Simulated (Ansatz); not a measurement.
# Bands, cutoff and cost in G0W0 for Ga2S3 (Cc), part 2 of 2

Wanted: a G0W0 gap for Ga2S3 (Cc) that is converged in bands and cutoff, or an estimate of the limit.

Ansatz 0.2.0; G0W0 on LDA, plane waves, PAW; PAW set soft_1. Known limits of the many-body steps: not at the basis limit; no spin-orbit coupling; coarse k mesh.

So far. Step 4 (1073 empty bands, screening to 170 eV): Against the run with 4×4×2 mesh, 499 empty bands, screening to 102 eV, PAW set soft_1 files, the gap moves by +0.0003 eV.

### Step 5. Changing the k mesh: 2×2×2 mesh, 499 empty bands, screening to 102 eV, PAW set soft_1 files

A second mesh at equal bands and cutoff isolates the sampling error. Bands and cutoff differ from the step before, so it is read against an earlier run that matches them.

The input, input.yaml:

```yaml
crystal:
  lattice:
    - [5.5535, -3.1975, 0.0]
    - [5.5535, 3.1975, 0.0]
    - [-3.6339226554, 0.0, 6.0074160114]
  atoms:
    - { symbol: Ga, position: [0.63979, 0.44447, 0.12512] }
    - { symbol: Ga, position: [0.44447, 0.63979, 0.62512] }
    - { symbol: Ga, position: [0.2682, 0.13232, 0.11559] }
    - { symbol: Ga, position: [0.13232, 0.2682, 0.61559] }
    - { symbol: S, position: [0.9089, 0.0811, 0.9838] }
    - { symbol: S, position: [0.0811, 0.9089, 0.4838] }
    - { symbol: S, position: [0.4303, 0.2453, 0.4999] }
    - { symbol: S, position: [0.2453, 0.4303, 0.9999] }
    - { symbol: S, position: [0.5901, 0.7581, 0.0084] }
    - { symbol: S, position: [0.7581, 0.5901, 0.5084] }
kpoints:
  mp_grid: { grid: [2, 2, 2] }
hamiltonian:
  xc: lda
  pseudopotentials: { kind: paw, azcp: { folder: soft_1 }, xc_functional: pbe }
scf:
  occupations: { method: fixed }
gw:
  n_empty_bands: 499
  ecut_chi: 102
  qp_bands: [v3, c3]
  qp_kpoints: band_edges
  screening: { model: contour_deformation }
```

Launch:

```bash
> ansatz run input.yaml --threads 3 --pin off --max-ram 92160MiB --backend cuda --events-out ev --progress --plain --runs-dir out --devices 1 --max-vram 13GiB
```

Numbers of over 12 decimals in the logs are rounded to 6 here.

What it wrote:

```text
GPUs: using 1 of 1 available (devices: 1).
[...]
GPU FFT provider: cuFFT
GPU libraries: cuBLAS 13.8.2, cuFFT 12.4.0, cuSOLVER 12.3.4
Crystal: 10 atoms, lattice volume = 213.351 Å³
Basis set: ecut = 420 eV, 4167 PW (Γ)
Bands: 54, of which v1, the nominal top of the filled ones, is band 44 counted from 1 (43 counted from 0)
Symmetry: 2 space group operations
[...]
k-points: 6 of 8
[...]
1    43      4.9073   -18.5948     2.4731   -15.5599  0.7358     4.3373     4.3455  root
[...]
5    44      4.9237   -18.3537     2.5143   -15.2693  0.7340     4.3450     4.3536  root
     5    45      7.9013    -9.2921    -4.0976   -14.1229  0.7743     8.6462     8.6345  root
     5    46      7.9013    -9.2921    -4.0976   -14.1229  0.7743     8.6462     8.6345  root
     5    47      8.7172    -9.6238    -4.3619   -14.7986  0.7651     9.5465     9.5301  root
[key lines of the parts left out:]
SCF converged after 9 iterations
Free energy (F): -20051.692285 eV
Fermi energy:    5.515357 eV
```

Wall time 19 s (1 × NVIDIA H100 80GB HBM3 (shared by 6 runs) with 3 threads of AMD EPYC 7R13 (Zen 3), shared host); peak memory 1.6 GiB; 31 s of CPU time.

This step gave:

```yaml
bands_summed: 543
rpa_eps_infinity_on_this_mesh_eigenvalues: 7.031, 7.184, 7.933
plane_waves_in_the_screening_matrix: 495
g0w0_gap_on_the_mesh: 2.981 eV
k_of_the_valence_top: 0, 0, 0
k_of_the_conduction_bottom: 0, 0, 0
starting_gap_on_the_mesh: 1.662 eV
least_direct_g0w0_gap_on_the_computed_points: 2.981 eV
```

Against the run with 4×4×2 mesh, 499 empty bands, screening to 102 eV, PAW set soft_1 files, the gap moves by −0.06 eV.

### Step 6. Changing the frequency model: 4×4×2 mesh, 499 empty bands, screening to 102 eV, plasmon pole, PAW set soft_1 files

A plasmon pole stands in for the full frequency dependence of the screening; this run shows what that costs in accuracy.

input.yaml, as its differences from that of step 5:

```diff
@@ -17,3 +17,3 @@
 kpoints:
-  mp_grid: { grid: [2, 2, 2] }
+  mp_grid: { grid: [4, 4, 2] }
 hamiltonian:
@@ -28,2 +28,2 @@
   qp_kpoints: band_edges
-  screening: { model: contour_deformation }
+  screening: { model: godby_needs }
```

What it wrote:

```text
GPUs: using 1 of 1 available (devices: 1).
[...]
GPU FFT provider: cuFFT
GPU libraries: cuBLAS 13.8.2, cuFFT 12.4.0, cuSOLVER 12.3.4
Crystal: 10 atoms, lattice volume = 213.351 Å³
Basis set: ecut = 420 eV, 4167 PW (Γ)
Bands: 54, of which v1, the nominal top of the filled ones, is band 44 counted from 1 (43 counted from 0)
Symmetry: 2 space group operations
[...]
k-points: 14 of 32 (time reversal used)
[...]
1    43      4.9011   -18.4663     2.3171   -15.5593  0.7720     4.3087     4.3112  root
[...]
13    44      4.9177   -18.2554     2.3776   -15.2698  0.7711     4.3069     4.3097  root
    13    45      7.8989    -9.4072    -3.9045   -14.1254  0.8009     8.7167     8.7126  root
    13    46      7.8989    -9.4072    -3.9045   -14.1254  0.8009     8.7167     8.7126  root
    13    47      8.7146    -9.7249    -4.1674   -14.8036  0.7942     9.6315     9.6259  root
[key lines of the parts left out:]
SCF converged after 9 iterations
Free energy (F): -20051.785229 eV
Fermi energy:    5.509725 eV
```

Wall time 85 s (1 × NVIDIA H100 80GB HBM3 (shared by 6 runs) with 3 threads); peak memory 3.1 GiB; 3.1 min of CPU time.

Numbers from this step:

- bands summed: 543
- plasmon-pole fit frequency: 23.85 eV
- RPA ε∞ on this mesh (eigenvalues): 6.012, 6.156, 6.670
- plane waves in the screening matrix: 495
- G0W0 gap on the mesh: 3.073 eV
- k of the valence top: 0, 0, 0
- k of the conduction bottom: 0, 0, 0
- starting gap on the mesh: 1.665 eV
- least direct G0W0 gap on the computed points: 3.073 eV

Against the run with 4×4×2 mesh, 499 empty bands, screening to 102 eV, PAW set soft_1 files, the gap moves by +0.03 eV.

### Step 7. Changing the files: 4×4×2 mesh, 499 empty bands, screening to 102 eV, hard PAW files

Other atomic data (hard PAW) test the pseudisation: the cutoff goes from 420 to 1020 eV and the valence electrons from 88 to 120, which opens shells that were frozen.

This step: G0W0 on LDA, plane waves, PAW.

input.yaml, as its differences from that of step 6:

```diff
@@ -20,3 +20,3 @@
   xc: lda
-  pseudopotentials: { kind: paw, azcp: { folder: soft_1 }, xc_functional: pbe }
+  pseudopotentials: { kind: paw, source: ansatz }
 scf:
@@ -28,2 +28,2 @@
   qp_kpoints: band_edges
-  screening: { model: godby_needs }
+  screening: { model: contour_deformation }
```

What it wrote:

```text
GPUs: using 1 of 1 available (devices: 1).
[...]
GPU FFT provider: cuFFT
GPU libraries: cuBLAS 13.8.2, cuFFT 12.4.0, cuSOLVER 12.3.4
Crystal: 10 atoms, lattice volume = 213.351 Å³
Basis set: ecut = 1020 eV, 15785 PW (Γ)
Bands: 72, of which v1, the nominal top of the filled ones, is band 60 counted from 1 (59 counted from 0)
Symmetry: 2 space group operations
[...]
k-points: 14 of 32 (time reversal used)
[...]
1    59      5.5302   -18.4692     2.3320   -15.5645  0.7446     4.9510     4.9575  root
[...]
13    60      5.5470   -18.2576     2.3966   -15.2742  0.7425     4.9531     4.9602  root
    13    61      8.5263    -9.4302    -3.9353   -14.1525  0.7850     9.3222     9.3132  root
    13    62      8.5263    -9.4302    -3.9353   -14.1525  0.7850     9.3222     9.3132  root
    13    63      9.3414    -9.7515    -4.2164   -14.8347  0.7749    10.2212    10.2081  root
[key lines of the parts left out:]
SCF converged after 9 iterations
Free energy (F): -38575.524083 eV
Fermi energy:    6.138897 eV
```

It took 6.1 min on 1 × NVIDIA H100 80GB HBM3 (shared by 6 runs) with 3 threads; peak memory 4.3 GiB; 9.1 min of CPU time.

Numbers from this step:

```
bands summed                                 : 559
RPA ε∞ on this mesh (eigenvalues)            : 6.017, 6.162, 6.676
plane waves in the screening matrix          : 495
G0W0 gap on the mesh                         : 3.034 eV
k of the valence top                         : 0, 0, 0
k of the conduction bottom                   : 0, 0, 0
starting gap on the mesh                     : 1.664 eV
least direct G0W0 gap on the computed points : 3.034 eV
```

Against the run with 4×4×2 mesh, 499 empty bands, screening to 102 eV, PAW set soft_1 files, the gap moves by −0.006 eV.

### Step 8. Convergence and cost

Times are wall times on 1 × NVIDIA H100 80GB HBM3 (shared by 6 runs) with 3 threads of AMD EPYC 7R13 (Zen 3), shared host, good to a factor of about two.

```tsv
mesh	files	frequency	bands summed	cutoff (eV)	start (eV)	G0W0 (eV)	time	host memory (GiB)
4×4×2	PAW set soft_1	contour deformation	220	51	1.665	3.032	24 s	1.4
4×4×2	PAW set soft_1	contour deformation	543	102	1.665	3.040	43 s	2.2
4×4×2	PAW set soft_1	contour deformation	1117	170	1.665	3.041	3.3 min	4.7
2×2×2	PAW set soft_1	contour deformation	543	102	1.662	2.981	19 s	1.6
4×4×2	PAW set soft_1	plasmon pole	543	102	1.665	3.073	85 s	3.1
4×4×2	hard PAW	contour deformation	559	102	1.664	3.034	6.1 min	4.3
```

How the two edges are built up, in eV (the quasiparticle level is the starting level plus Σx plus Σc less Vxc):

```tsv
run	edge	start	Σx	Σc	Vxc	Z	QP
220 bands	valence top	5.51	-18.62	2.60	-15.80	0.75	5.29
220 bands	conduction bottom	7.17	-10.41	-3.50	-15.06	0.79	8.32
543 bands	valence top	5.51	-18.62	2.25	-15.80	0.75	4.94
543 bands	conduction bottom	7.17	-10.41	-3.84	-15.06	0.79	7.98
1117 bands	valence top	5.51	-18.62	2.06	-15.80	0.74	4.74
1117 bands	conduction bottom	7.17	-10.41	-4.04	-15.06	0.78	7.78
```

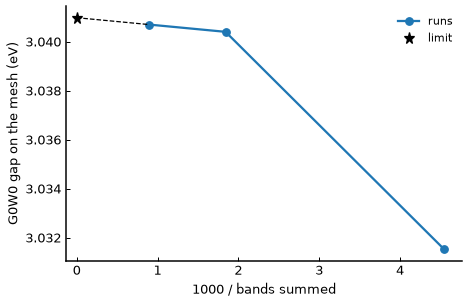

The gap against one over the number of bands; the dashed line carries the two highest rungs to the limit.

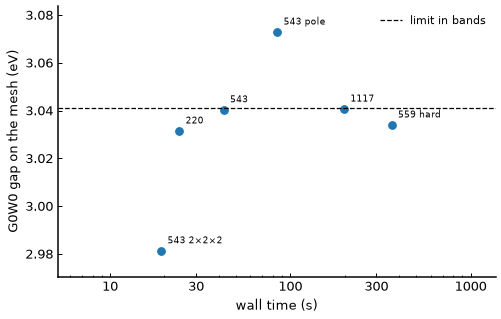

Result against wall time.

### Step 9. Outcome

```json
{
  "220 bands, 51 eV": "3.032 eV",
  "543 bands, 102 eV": "3.040 eV",
  "1117 bands, 170 eV": "3.041 eV",
  "estimated limit in bands and cutoff": "3.04 eV",
  "mesh and start": "4×4×2, LDA"
}
```

A line in one over the bands through the two highest rungs gives 3.04 eV, +0.0003 eV from the top rung; the pair below gives 3.05 eV, so the series converges faster than that law. The rungs stand 0.01 eV (220 bands), 0.00 eV (543 bands) and 0.00 eV (1117 bands) from it. From 220 to 1117 bands the gap moves by +0.01 eV while the time grows 8.2-fold. Σc changes by −0.55 eV at the valence top and −0.54 eV at the conduction bottom, so the levels themselves move more than the gap between them. On the 2×2×2 mesh in place of 4×4×2 the gap differs by −0.06 eV, of which −0.003 eV is already in the start. The plasmon-pole model gives +0.03 eV against contour deformation, 2 % of the correction, and saved no time in this program. Hard PAW files move the gap by −0.01 eV at equal bands and cutoff, −0.001 eV of it in the start. The cheapest rung within 0.1 eV of this estimate is that with 220 bands (24 s). The 4×4×2 mesh is coarse for this cell (its supercell is 14 Å along the shortest edge). The RPA ε∞ on it, from the LDA start, is 6.00, 6.15 and 6.66; such meshes misread the long-range screening, most where the gap is narrow. The many-body steps are scalar-relativistic: spin-orbit coupling is not in them.

[Paths, hosts, dates, memory and timing lines, banners, echoed tables and standing remarks are left out of the program output.]

[Logs are printed without paths, hosts, clocks, repeated set-up lines and the standing remarks that a program may print on its own settings, such as how far it seeks lower states.]

[Runs of the session that timed out or met a known fault of the program may be left out.]

[Cells called generated may have been cut or substituted from an entry of the Crystallography Open Database or the Materials Project.]

[Hosts, paths, dates, database ids (printed as entryN), source tags and the programs' standing remarks are cut or masked in the printed files.]
